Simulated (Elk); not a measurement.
# Fixed-spin-moment curve of VRu

How stiff is the moment of VRu, and are there other minima?

Method: LDA (Perdew-Wang); all-electron APW+lo, Dirac cores, scalar-relativistic bands, in Elk 11.2.3 (patched build).

## 1. Set-up

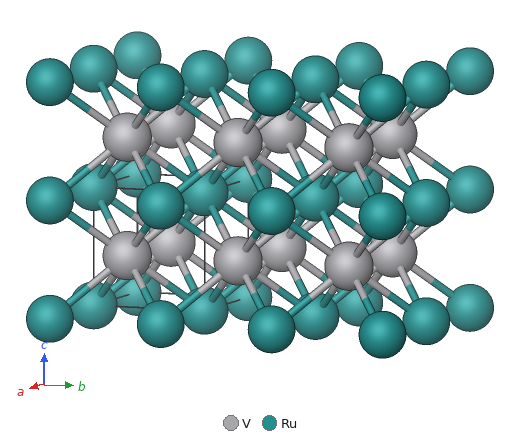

Start, viewed slightly off an axis; vanadium grey, ruthenium teal. 2×3×2 cells are drawn. Some periodic images of atoms are drawn too.

## 2. The free run

The free run shows where the moment settles by itself and gives the state from which the held runs start.

Moments are seeded by fields in the spheres (the last three columns under atoms), set against the wanted direction and reduced each loop.

Input file elk.in:

```
tasks
  0

xctype
  3

rgkmax
  7.0

nempty
  12

swidth
  0.003

reducebf
  0.5

epsengy
  1e-05

maxscl
  120

lmaxi
  3

spinpol
  .true.

sppath
  './'

avec
  5.65028111263 0.00000000000 0.00000000000
  0.00000000000 5.65028111263 0.00000000000
  0.00000000000 0.00000000000 5.65028111263

atoms
  2
  'V.in'
  1
  0.5000000000 0.5000000000 0.5000000000   0.000000 0.000000 -0.112500
  'Ru.in'
  1
  0.0000000000 0.0000000000 0.0000000000   0.000000 0.000000 -0.112500

ngridk
  8 8 8
```

Run with:

```console
$ OMP_NUM_THREADS=2 elk
```

Numbers of over 12 decimals in the logs are rounded to 6 here.

Output:

```text
Info(gndstate): no moment of its own; a second start begins; STATE.OUT holds the state before
Info(gndstate): the second start gave no lower state; one of another order, or behind a
 stronger field, isn't excluded

--- INFO.OUT ---
┌─────────────────────────┐
│ Elk code version 11.2.3 │
└─────────────────────────┘

All units are atomic (Hartree, Bohr, etc.)

┌─────────────────────────────────────────────────┐
│ Ground-state run starting from atomic densities │
└─────────────────────────────────────────────────┘

Lattice vectors :
   5.650281113       0.000000000       0.000000000
   0.000000000       5.650281113       0.000000000
   0.000000000       0.000000000       5.650281113

Reciprocal lattice vectors :
   1.112012868       0.000000000       0.000000000
   0.000000000       1.112012868       0.000000000
   0.000000000       0.000000000       1.112012868

Unit cell volume      :    180.3890478
Brillouin zone volume :    1.375084665

Muffin-tin inner radius fraction :   0.1000000000E-01

Nuclei treated as point charges

Species : 1 (V)
 parameters loaded from : V.in
 name : vanadium
 nuclear charge    :   -23.00000000
 electronic charge :    23.00000000
 atomic mass :    92860.67382
 muffin-tin radius :    2.324777751
 number of radial points in muffin-tin :    497
 inner part over the whole radius :   0.9705466995E-02
 number on inner part of muffin-tin    :    349
 approximate nuclear radius :   0.6897515165E-04
 number of mesh points to nuclear radius :    164
 atomic positions (lattice), magnetic fields (Cartesian) :
  1 :   0.00000000  0.00000000  0.00000000    0.00000000  0.00000000 -0.11250000

Species : 2 (Ru)
 parameters loaded from : Ru.in
 name : ruthenium
 nuclear charge    :   -44.00000000
 electronic charge :    44.00000000
 atomic mass :    184239.3393
 muffin-tin radius :    2.518509231
 number of radial points in muffin-tin :    597
 inner part over the whole radius :   0.9790572233E-02
 number on inner part of muffin-tin    :    424
 approximate nuclear radius :   0.8462081736E-04
 number of mesh points to nuclear radius :    212
 atomic positions (lattice), magnetic fields (Cartesian) :
  1 :   0.50000000  0.50000000  0.50000000    0.00000000  0.00000000 -0.11250000

Total number of atoms per unit cell :    2
Total muffin-tin volume :    119.5442948
 ratio of muffin-tin to unit cell volume :   0.6627026209

Spin treatment :
 spin-polarised
 global magnetic field (Cartesian) :    0.000000000       0.000000000       0.000000000
 collinear magnetisation in z-direction

Number of Bravais lattice symmetries :   48
Number of crystal symmetries         :   48
Crystal has inversion symmetry
Real symmetric eigensolver will be used

k-point grid :      8     8     8
k-point offset :    0.000000000       0.000000000       0.000000000
k-point set is reduced with full crystal symmetry group
Total number of k-points :       35

Muffin-tin radius times maximum |G+k| :    7.000000000
 using average radius
Maximum |G+k| for APW functions       :    2.890598895
Maximum (1/2)|G+k|²                   :    4.177780987
Maximum |G| for potential and density :    12.00000000
Constant for pseudocharge density :    8
 order of it for each species :   15  15
 order of it for pair densities of each species (exact exchange by exxq0 0: 15) :    9  11
Radial integration step length :    1

G-vector grid sizes :     24    24    24
Number of G-vectors :     5257

Maximum angular momentum used for
 APW functions            :    8
 outer part of muffin-tin :    6
 inner part of muffin-tin :    3

Total nuclear charge    :   -67.00000000
Total core charge       :    38.00000000
Total valence charge    :    29.00000000
Total excess charge     :    0.000000000
Total electronic charge :    67.00000000

Effective Wigner radius, rₛ :   0.8630095164

Number of empty states         :     24
Total number of valence states :     78
Total number of core states    :     38

Third-order local-orbitals added for an l without core states : T
Total number of local-orbitals :     36

Exchange-correlation functional :      3     0     0
 Perdew-Wang/Ceperley-Alder, Phys. Rev. B 45, 13244 (1992)
 gradient requirement :    0
 local density approximation (LDA)

Smearing type :    3
 Fermi-Dirac
Smearing width :   0.3000000000E-02
Effective electronic temperature (K) :    947.3250744

Mixing type :    3
 Broyden mixing, J. Phys. A: Math. Gen. 17, L317 (1984)

Kohn-Sham potential initialised from atomic data

┌──────────────────────────────┐
│ Self-consistent loop started │
└──────────────────────────────┘

┌─────────────────┐
│ Loop number : 1 │
└─────────────────┘

Energies :
 Fermi                       :     0.287389
 sum of occupied eigenvalues :     -3251.2775645513
 electron kinetic            :      5656.1843497577
 core electron kinetic       :      5448.8641167205
 Coulomb                     :     -10958.776656588
 Coulomb potential           :     -8692.7751441235
 nuclear-nuclear             :     -762.53344928042
 electron-nuclear            :     -11725.632550151
 Hartree                     :      1529.3893428432
 Madelung                    :     -6612.3890845266
 xc potential                :     -214.62855557472
 xc effective B-field        :    -0.17393939098092E-01
 external B-field            :      0.000000
 exchange                    :     -166.28319558120
 correlation                 :     -6.031035
 electron entropic           :    -0.16387354330787E-02
 total energy                :     -5474.9081760881
 (external B-field energy excluded from total)

Density of states at Fermi energy :    54.18204623
 (states/Hartree/unit cell)

Estimated indirect band gap :   0.1432543167E-02
 from k-point 17 to k-point 2
Estimated direct band gap   :   0.1043466665E-01
 at k-point 14

Charges :
 core                        :    38.00000000
 valence                     :    29.00000000
 interstitial                :    2.843131392
 muffin-tins (core leakage)
  species : 1 (V)
   atom 1                    :    22.28236052     ( -0.3528153904E-05)
  species : 2 (Ru)
   atom 1                    :    41.87450809     ( -0.5174315746E-05)
 total in muffin-tins        :    64.15686861
 total calculated charge     :    66.99977695
 total charge                :    67.00000000
 error                       :   0.2230519348E-03

Moments :
 interstitial                :  -0.1272297431E-01
 muffin-tins
  species : 1 (V)
   atom 1                    :   0.8176976456
  species : 2 (Ru)
   atom 1                    :   0.6150695211
 total in muffin-tins        :    1.432767167
 total moment                :    1.420044192

┌─────────────────┐
│ Loop number : 2 │
└─────────────────┘

Energies :
 Fermi                       :     0.288647
 sum of occupied eigenvalues :     -3251.3943955133
 electron kinetic            :      5656.2936202761
 core electron kinetic       :      5448.7041413055
 Coulomb                     :     -10959.125311984
 Coulomb potential           :     -8692.3420831560
 nuclear-nuclear             :     -762.53344928042
 electron-nuclear            :     -11726.785366984
 Hartree                     :      1530.1935042796
 Madelung                    :     -6612.9542704063
 xc potential                :     -215.28913407288
 xc effective B-field        :    -0.16820086541279E-01
 external B-field            :      0.000000
 exchange                    :     -166.29211821777
 correlation                 :     -6.031236
 electron entropic           :    -0.16697671235961E-02
 total energy                :     -5475.1567158476
 (external B-field energy excluded from total)

Density of states at Fermi energy :    55.45670529
 (states/Hartree/unit cell)

Estimated indirect band gap :   0.2113660589E-02
 from k-point 10 to k-point 5
Estimated direct band gap   :   0.9692445754E-02
 at k-point 8

Charges :
 core                        :    38.00000000
 valence                     :    29.00000000
 interstitial                :    2.836343547
 muffin-tins (core leakage)
  species : 1 (V)
   atom 1                    :    22.20329050     ( -0.3528153535E-05)
  species : 2 (Ru)
   atom 1                    :    41.96036596     ( -0.5174659837E-05)
 total in muffin-tins        :    64.16365645
 total calculated charge     :    66.99978918
 total charge                :    67.00000000
 error                       :   0.2108150693E-03

Moments :
 interstitial                :  -0.1373859546E-01
 muffin-tins
  species : 1 (V)
   atom 1                    :   0.8050289031
  species : 2 (Ru)
   atom 1                    :   0.6010487447
 total in muffin-tins        :    1.406077648
 total moment                :    1.392339052

RMS change in Kohn-Sham potential (target) :   0.8655523743     (  0.1000000000E-05)
Absolute change in total energy (target)   :   0.2485397595     (  0.1000000000E-04)

[... loops 3 to 52 left out ...]

┌──────────────────┐
│ Loop number : 53 │
└──────────────────┘

Energies :
 Fermi                       :     0.418088
 sum of occupied eigenvalues :     -3248.1084359001
 electron kinetic            :      5665.7420408619
 core electron kinetic       :      5449.8463008638
 Coulomb                     :     -10967.748261391
 Coulomb potential           :     -8684.8138612224
 nuclear-nuclear             :     -762.53344928042
 electron-nuclear            :     -11752.075214144
 Hartree                     :      1546.8604020331
 Madelung                    :     -6625.3413307802
 xc potential                :     -229.03661552568
 xc effective B-field        :    -0.12325314644575E-07
 external B-field            :      0.000000
 exchange                    :     -166.80222829339
 correlation                 :     -6.047458
 electron entropic           :    -0.27151949721683E-02
 total energy                :     -5474.8586216026
 (external B-field energy excluded from total)

Density of states at Fermi energy :    89.31692092
 (states/Hartree/unit cell)

Estimated indirect band gap :   0.2338076065E-02
 from k-point 12 to k-point 17
Estimated direct band gap   :   0.8525519895E-02
 at k-point 25

Charges :
 core                        :    38.00000000
 valence                     :    29.00000000
 interstitial                :    2.536620133
 muffin-tins (core leakage)
  species : 1 (V)
   atom 1                    :    21.55406555     ( -0.3528166383E-05)
  species : 2 (Ru)
   atom 1                    :    42.90931432     ( -0.5181533286E-05)
 total in muffin-tins        :    64.46337987
 total calculated charge     :    66.99987774
 total charge                :    67.00000000
 error                       :   0.1222585326E-03

Moments :
 interstitial                :  -0.7902291484E-04
 muffin-tins
  species : 1 (V)
   atom 1                    :  -0.8419768637E-03
  species : 2 (Ru)
   atom 1                    :  -0.1816312172E-05
 total in muffin-tins        :  -0.8437931759E-03
 total moment                :  -0.9228160907E-03

RMS change in Kohn-Sham potential (target) :   0.4886796516E-06 (  0.1000000000E-05)
Absolute change in total energy (target)   :   0.1985139534E-05 (  0.1000000000E-04)

Convergence targets achieved

┌──────────────────┐
│ Loop number : 54 │
└──────────────────┘

Energies :
 Fermi                       :     0.418088
 sum of occupied eigenvalues :     -3248.1084357935
 electron kinetic            :      5665.7420407857
 core electron kinetic       :      5449.8463008841
 Coulomb                     :     -10967.748261200
 Coulomb potential           :     -8684.8138613718
 nuclear-nuclear             :     -762.53344928042
 electron-nuclear            :     -11752.075213606
 Hartree                     :      1546.8604016860
 Madelung                    :     -6625.3413305144
 xc potential                :     -229.03661519346
 xc effective B-field        :    -0.12299466770369E-07
 external B-field            :      0.000000
 exchange                    :     -166.80222828678
 correlation                 :     -6.047458
 electron entropic           :    -0.27151949424895E-02
 total energy                :     -5474.8586214810
 (external B-field energy excluded from total)

Density of states at Fermi energy :    89.31691989
 (states/Hartree/unit cell)

Estimated indirect band gap :   0.2338094298E-02
 from k-point 12 to k-point 17
Estimated direct band gap   :   0.8525527993E-02
 at k-point 25

Charges :
 core                        :    38.00000000
 valence                     :    29.00000000
 interstitial                :    2.536620135
 muffin-tins (core leakage)
  species : 1 (V)
   atom 1                    :    21.55406558     ( -0.3528166379E-05)
  species : 2 (Ru)
   atom 1                    :    42.90931428     ( -0.5181534707E-05)
 total in muffin-tins        :    64.46337986
 total calculated charge     :    66.99987774
 total charge                :    67.00000000
 error                       :   0.1222585333E-03

Moments :
 interstitial                :  -0.7893256809E-04
 muffin-tins
  species : 1 (V)
   atom 1                    :  -0.8410947829E-03
  species : 2 (Ru)
   atom 1                    :  -0.1839039531E-05
 total in muffin-tins        :  -0.8429338224E-03
 total moment                :  -0.9218663905E-03

┌──────────────────────────────┐
│ Self-consistent loop stopped │
└──────────────────────────────┘

Wrote STATE.OUT
```

The job ended after 1.7 min (2 threads of Arm Neoverse V2, shared host; peak memory 0.1 GiB; 3.3 min of CPU time).

The moments died away, and this build then starts once more from a stronger push, within the same count of loops. That gave no lower state.

Spin moment in the muffin-tin sphere by atom:

| atom | spin moment in the muffin-tin sphere (μB) |
| --- | --- |
| V1 | -0.0008 |
| Ru2 | 0.0000 |

Read from the output:

| Property | Result |
| --- | --- |
| final state | non-magnetic |

After 54 cycles the seed has died away: no moment is left.

## 3. Moment fixed at 0 μB

Holding the total moment away from its free value maps the energy around and beyond the minimum.

A uniform field is adjusted until the total moment meets the target; the run goes on from the state before.

Input file elk.in:

```
tasks
  1

xctype
  3

rgkmax
  7.0

nempty
  12

swidth
  0.003

reducebf
  0.5

epsengy
  1e-05

maxscl
  120

lmaxi
  3

spinpol
  .true.

fsmtype
  1

momfix
  0.000000 0.000000 0.000000

taufsm
  0.02

sppath
  './'

avec
  5.65028111263 0.00000000000 0.00000000000
  0.00000000000 5.65028111263 0.00000000000
  0.00000000000 0.00000000000 5.65028111263

atoms
  2
  'V.in'
  1
  0.5000000000 0.5000000000 0.5000000000   0.000000 0.000000 -0.000112
  'Ru.in'
  1
  0.0000000000 0.0000000000 0.0000000000   0.000000 0.000000 -0.000112

ngridk
  8 8 8
```

Run with:

```console
$ OMP_NUM_THREADS=2 elk
```

Output:

```text
┌─────────────────────────┐
│ Elk code version 11.2.3 │
└─────────────────────────┘

All units are atomic (Hartree, Bohr, etc.)

┌──────────────────────────────────────────┐
│ Ground-state run resuming from STATE.OUT │
└──────────────────────────────────────────┘

Lattice vectors :
   5.650281113       0.000000000       0.000000000
   0.000000000       5.650281113       0.000000000
   0.000000000       0.000000000       5.650281113

Species : 1 (V)
 muffin-tin radius :    2.324777751
 atomic positions (lattice), magnetic fields (Cartesian) :
  1 :   0.00000000  0.00000000  0.00000000    0.00000000  0.00000000  0.00000000

Species : 2 (Ru)
 muffin-tin radius :    2.518509231
 atomic positions (lattice), magnetic fields (Cartesian) :
  1 :   0.50000000  0.50000000  0.50000000    0.00000000  0.00000000  0.00000000

Total number of atoms per unit cell :    2
Total muffin-tin volume :    119.5442948
 ratio of muffin-tin to unit cell volume :   0.6627026209

Spin treatment :
 spin-polarised
 global magnetic field (Cartesian) :    0.000000000       0.000000000       0.000000000
 collinear magnetisation in z-direction
 fixed spin moment (FSM) calculation, type :    1
  fixing total moment to (Cartesian) :
     0.000000000       0.000000000       0.000000000

Number of Bravais lattice symmetries :   48
Number of crystal symmetries         :   48
Crystal has inversion symmetry
Real symmetric eigensolver will be used

k-point grid :      8     8     8
k-point offset :    0.000000000       0.000000000       0.000000000
k-point set is reduced with full crystal symmetry group
Total number of k-points :       35

Muffin-tin radius times maximum |G+k| :    7.000000000
 using average radius
Maximum |G+k| for APW functions       :    2.890598895
Maximum (1/2)|G+k|²                   :    4.177780987
Maximum |G| for potential and density :    12.00000000
Constant for pseudocharge density :    8
 order of it for each species :   15  15
 order of it for pair densities of each species (exact exchange by exxq0 0: 15) :    9  11
Radial integration step length :    1

G-vector grid sizes :     24    24    24
Number of G-vectors :     5257

Maximum angular momentum used for
 APW functions            :    8
 outer part of muffin-tin :    6

Number of empty states         :     24
Total number of valence states :     78
Total number of core states    :     38

Third-order local-orbitals added for an l without core states : T
Total number of local-orbitals :     36

Exchange-correlation functional :      3     0     0
 Perdew-Wang/Ceperley-Alder, Phys. Rev. B 45, 13244 (1992)
 gradient requirement :    0
 local density approximation (LDA)

Smearing type :    3
 Fermi-Dirac
Smearing width :   0.3000000000E-02
Effective electronic temperature (K) :    947.3250744

Mixing type :    1
 Adaptive linear mixing

Potential read in from STATE.OUT

┌──────────────────────────────┐
│ Self-consistent loop started │
└──────────────────────────────┘

[... earlier loops left out ...]

┌─────────────────┐
│ Loop number : 8 │
└─────────────────┘

Energies :
 Fermi                       :     0.418088
 sum of occupied eigenvalues :     -3248.1084307528
 electron kinetic            :      5665.7420326810
 core electron kinetic       :      5449.8462945088
 Coulomb                     :     -10967.748253507
 Coulomb potential           :     -8684.8138597442
 nuclear-nuclear             :     -762.53344928042
 electron-nuclear            :     -11752.075199908
 Hartree                     :      1546.8603956811
 Madelung                    :     -6625.3413236349
 xc potential                :     -229.03660368914
 xc effective B-field        :    -0.20655851851818E-09
 external B-field            :      0.000000
 exchange                    :     -166.80222802677
 correlation                 :     -6.047458
 electron entropic           :    -0.27151948871602E-02
 total energy                :     -5474.8586216299
 (external B-field energy excluded from total)

Density of states at Fermi energy :    89.31688103
 (states/Hartree/unit cell)

Estimated indirect band gap :   0.2354431679E-02
 from k-point 12 to k-point 17
Estimated direct band gap   :   0.8526899506E-02
 at k-point 25

Charges :
 core                        :    38.00000000
 valence                     :    29.00000000
 interstitial                :    2.536620156
 muffin-tins (core leakage)
  species : 1 (V)
   atom 1                    :    21.55406588     ( -0.3528166040E-05)
  species : 2 (Ru)
   atom 1                    :    42.90931396     ( -0.5181533776E-05)
 total in muffin-tins        :    64.46337984
 total calculated charge     :    66.99987774
 total charge                :    67.00000000
 error                       :   0.1222586109E-03

Moments :
 interstitial                :   0.3132473542E-05
 muffin-tins
  species : 1 (V)
   atom 1                    :  -0.4803999792E-04
  species : 2 (Ru)
   atom 1                    :   0.1100575245E-03
 total in muffin-tins        :   0.6201752653E-04
 total moment                :   0.6515000007E-04

FSM global effective field   :  -0.1319128911E-05

┌──────────────────────────────┐
│ Self-consistent loop stopped │
└──────────────────────────────┘

Wrote STATE.OUT
```

Elapsed: 15 s, on 2 threads; peak memory 0.11 GiB; 30 s of CPU time.

This step gave:

| Quantity | Value |
| --- | --- |
| magnetization | 0 μB |

Its energy is that of the free run within the threshold.

(Part 1 of 2 ends here.)

[Logs and program files are shortened in this print: banners, set-up blocks, solver, clock and traceback lines can be left out without a mark of their own.]

[Logs are printed without paths, hosts, clocks, repeated set-up lines and the standing remarks that a program may print on its own settings, such as how far it seeks lower states.]

[Hosts, paths, dates, database ids (printed as entryN), source tags and the programs' standing remarks are cut or masked in the printed files.]

[Where a cell is said to come from a database of computed structures, the database is the Materials Project.]
